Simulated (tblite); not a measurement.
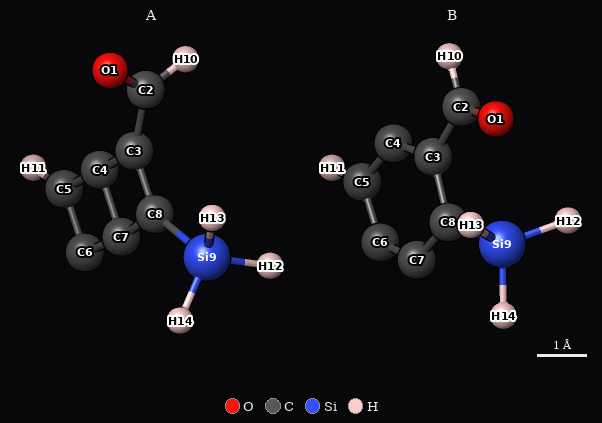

Two geometries of C7H5OSi (multiplicity 2), drawn at one scale. One is the start of a relaxation, the other its converged end. A ball-and-stick model, seen from a free direction.

These are results of GFN2-xTB geometry optimisation, gas phase in tblite 0.8.0, not measurements. 

> Which one is relaxed?

Structure B is the relaxed one. Over 200 geometry steps the energy falls by 63.9 kcal/mol. O1 moves most after the best rigid fit: 2.01 Å. Largest moves by element: O 2.01 Å, H 1.11 Å, C 0.60 Å, Si 0.34 Å. Among the contacts that change: O1–Si9 4.337 → 2.581 Å, C4–C7 1.464 → 2.495 Å, C4–C8 1.960 → 2.444 Å, C5–C7 2.017 → 2.416 Å. Bonds break, among them: C4–C7 (1.46 → 2.50 Å). Bond angles that change, for instance: C3–C4–C5 178.7° → 133.0°, C6–C7–C8 173.5° → 129.7°, C5–C6–C7 92.5° → 130.4°. Groups turn about C2–C3 by about 90°, C8–Si9 by about 40°. The run took 1.3 s on 1 thread of Arm Neoverse V2, with other jobs on the host.
